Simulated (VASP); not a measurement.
Band structure of SiMo (relaxed from the NiAs structure, space group P6_3/mmc). Level of theory: LDA (Ceperley-Alder, Perdew-Zunger), VASP's LDA PAW potentials (set 64) (plane waves; VASP 6.6.1).

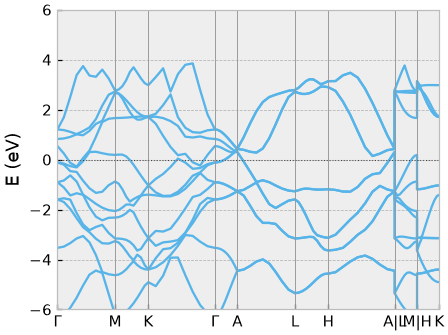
Fig. 1. Bands along high-symmetry lines, zero at the valence-band maximum or, without a gap, the Fermi level

Q: Read the plot: is there a gap, and where are the band edges?

A: It has no gap at this level: it comes out as a metal or semimetal. (Edges off the drawn lines would not show.)

The structure was generated: SiMo was put into the NiAs type (P6_3/mmc), which need not be its known phase. It was relaxed first, which changed the volume by -25 %.
